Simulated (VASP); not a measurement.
Band structure of SnO$_{2}$ (relaxed from the pyrite structure, space group Pa-3). Level of theory: r2SCAN meta-GGA, VASP's PBE PAW potentials (set 64) (plane waves; VASP 6.6.1).

Unless said otherwise, spin-orbit coupling is left out, though it shifts the bands of the heavy elements here.

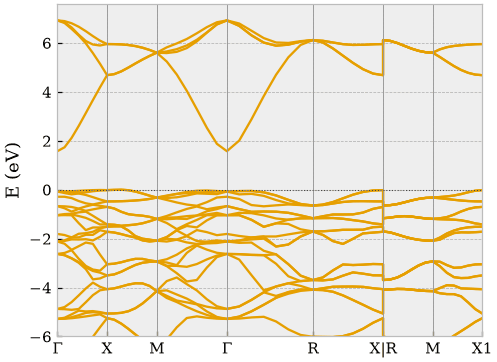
Fig. 1. Bands along high-symmetry lines, zero at the valence-band maximum or, without a gap, the Fermi level

Read the plot: is there a gap, and where are the band edges?

The gap is indirect, 1.57 eV, from the valence maximum at X-M at 0.29 to the conduction minimum at Γ.

The structure was generated: SnO2 was put into the pyrite type (Pa-3), which need not be its known phase. It was relaxed first, which changed the volume by +15 %.
